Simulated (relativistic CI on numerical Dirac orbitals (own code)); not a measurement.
**Relativistic CI calculation, with input and output: Os⁷⁺**

System: Os⁷⁺.
Method: Dirac-Coulomb-Breit CI, KLI orbitals optimised for each configuration, model QED (radiative potential, 1s self-energy scaled to tabulated hydrogen-like ionisation energies), valence Slater integrals scaled by 0.7, multiplet model of photoemission in the sudden approximation (relativistic CI on numerical Dirac orbitals, in-house).

## The input
```
atom Os  Z=76  charge=7  electrons=69
nucleus A=192  rms_radius_fm=5.4126
hamiltonian dirac-coulomb  breit=on  qed=on  c_scale=1
orbitals kli  potential=per-configuration
slater_scale 0.7
correlation none
mixing on
configurations
  [Xe] 4f14 5d
  [Xe] 4f13 5d
end
photoemission 4f T=300 lorentz=0.25 gauss=0.5
crystal_field free
```

The program writes its results to a structured record and prints no log; tables and figures of this report are taken from that record.

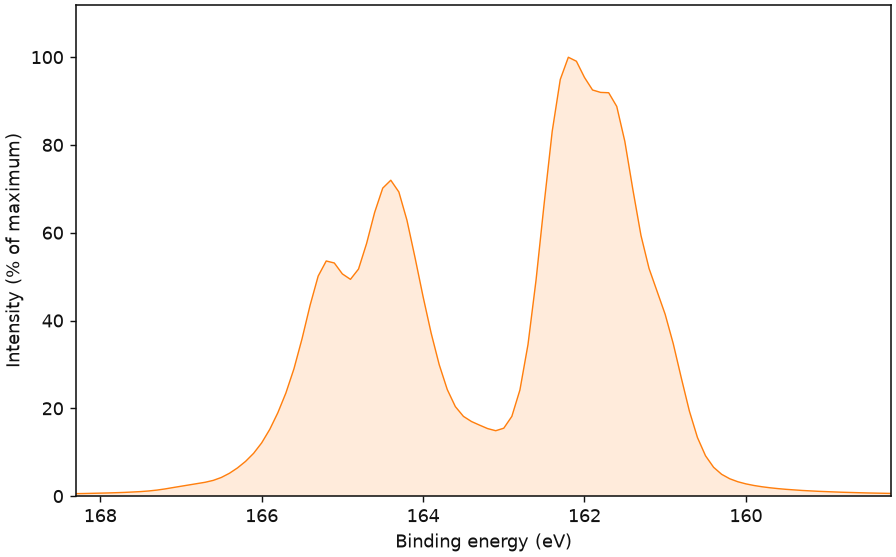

**Figure 1.** 4f photoemission of Os⁷⁺, [Xe] 4f¹⁴ 5d, in no crystal field (free ion). Multiplet model: relativistic Dirac–Coulomb–Breit theory, one configuration a step, Slater integrals scaled by 0.7, 300 K, Voigt broadening (Lorentzian 0.25 eV, Gaussian 0.5 eV full widths), computed with a radial Dirac CI code. The main maxima lie at 162.2 eV (100), 164.4 eV (72) and 165.2 eV (54), heights in % of the largest; the centroid is at 163.1 eV. The ground state has S = 0.50.

## Summary

| quantity | value |
| --- | --- |
| outcome | converged |
| hardware | 1 CPU thread, shared host |

## Notes

Caveats: free-ion energies without screening by ligands, so binding energies differ from solids by tens of eV.
